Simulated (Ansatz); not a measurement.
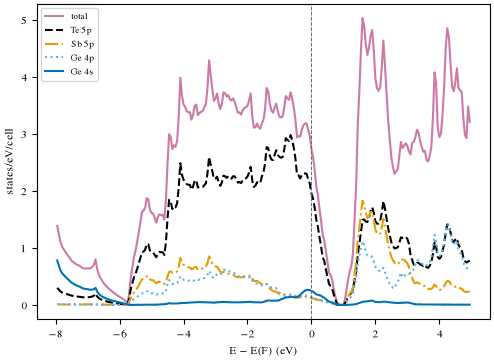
*Total and projected density of states of GeSbTe3 in space group R3m (No. 160; Pearson symbol hR5), LDA in the plane-wave PAW code Ansatz*

Task: Which orbitals carry the states next to the Fermi level?

Result: Within 0.5 eV of the Fermi level: Te 5p 73 %, Ge 4s 8 %, Sb 5s 5 %, Ge 4p 5 %. Projections are on Löwdin-orthogonalised atomic valence shells; empty p or d shells of many metals are not among them.

Task: Where is the tallest occupied peak in this window, and what makes it?

Result: Near -3.2 eV, about 4.3 states/eV per cell; the largest projected share is Te 5p.

The first step of the workflow began from a Materials Project structure, measured or hypothetical; the Crystallography Open Database copy checked does not list it. Its standing as an ambient phase is unchecked. The LDA relaxation kept the symmetry of its start; its stability against distortions is not shown here. A crystal of weakly bound layers computed without a dispersion correction: the cell and the soft elastic constants depend strongly on that. With an odd number of electrons in the cell and no spin polarisation, the count alone makes it a metal. Scalar-relativistic: spin–orbit coupling is off unless named, which matters more the heavier the elements.

Potentials: the later of the program's two PAW sets.
